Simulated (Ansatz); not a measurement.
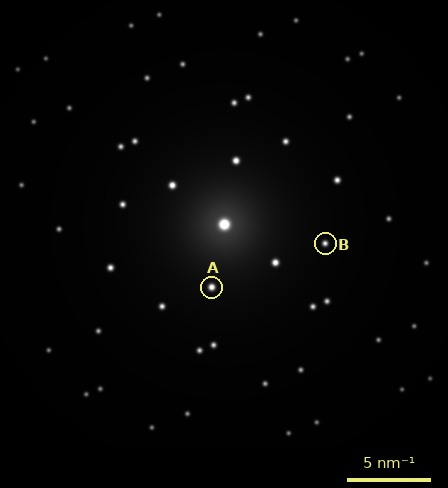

The pattern is a kinematic simulation for 80 kV electrons (no multiple scattering; isotropic B = 0.5 Å²). Two individuals of a reflection twin are superposed (a geometric construction: whether this twin forms is not tested). Crystal: Hf, space group P6_3/mmc (No. 194), a = 3.220 Å, c = 10.303 Å (hexagonal axes), zone axis [210]. Structure: the geometry relaxed with Ansatz 0.2.0, DFT, revPBE, plane waves (420 eV) with PAW, scalar-relativistic; the starting structure was generated, so it need not be a known form of this composition.

In the first individual spot A is 0 0 -4 and spot B is -1 2 0.

### Find the twin plane.

(1-2-4). The spot positions of the combined pattern are mirror-symmetric about the row through 1 -2 -4 (d = 1.365 Å), which both individuals share, while a single individual has only symmetry 2mm without that mirror line. Friedel's law adds a mirror line at right angles, along which no low-index reflection lies.

### Which other reflections coincide?

Within the frame only the reflections of the common row coincide.
